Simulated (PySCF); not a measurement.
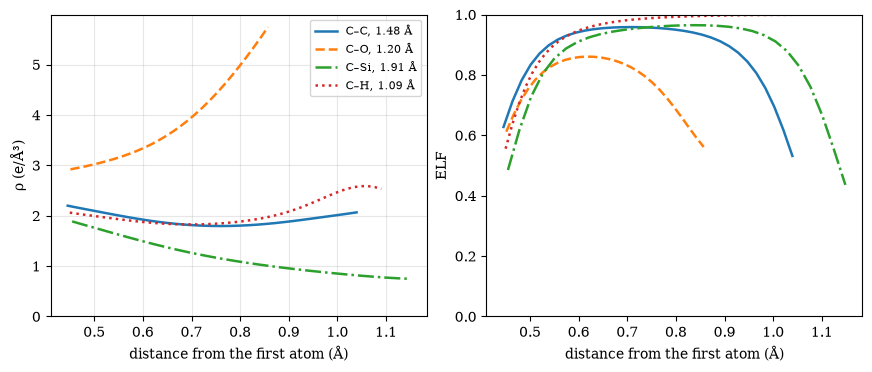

*C3H6O2Si (SMILES O=CC[SiH2]C=O). Total electron density and electron localisation function along straight lines between neighbouring atoms. The curves leave out the atomic cores.*

Geometry: GFN2-xTB.

These are results of PBE0/pcSseg-1, SCF density, gas phase, non-relativistic (PySCF), not measurements.

```yaml
atoms:
  - { symbol: O, position_ang: [1.4133, -0.8554, 0.8025] }
  - { symbol: C, position_ang: [0.9765, -1.3129, -0.2206] }
  - { symbol: C, position_ang: [-0.0011, -0.5832, -1.0670] }
  - { symbol: Si, position_ang: [-0.2149, 1.1423, -0.2673] }
  - { symbol: C, position_ang: [-0.7479, 0.7337, 1.5328] }
  - { symbol: O, position_ang: [-1.6456, -0.0357, 1.7686] }
  - { symbol: H, position_ang: [1.2893, -2.3134, -0.5730] }
  - { symbol: H, position_ang: [-0.9390, -1.1429, -1.0539] }
  - { symbol: H, position_ang: [0.3324, -0.5747, -2.1048] }
  - { symbol: H, position_ang: [-1.3032, 1.8519, -0.9427] }
  - { symbol: H, position_ang: [1.0377, 1.8917, -0.2750] }
  - { symbol: H, position_ang: [-0.1964, 1.1978, 2.3744] }
```

> Compare the contacts.

C–C (1.48 Å): ρ at the midpoint is about 1.8 e/Å³; the ELF peaks at about 0.95 between the atoms: a shared electron pair.
C–O (1.20 Å): the density is about 3.3 e/Å³ at the midpoint; the ELF peaks at about 0.85 between the atoms (a short, multiple covalent bond).
C–Si (1.91 Å): ρ at the midpoint is about 0.89 e/Å³; the ELF peaks at about 0.95 between the atoms, as expected for a shared electron pair.
C–H (1.09 Å): ρ at the midpoint is about 1.9 e/Å³; the ELF climbs to about 1 towards the hydrogen, as it does in any bond to H; a covalent bond by its length.
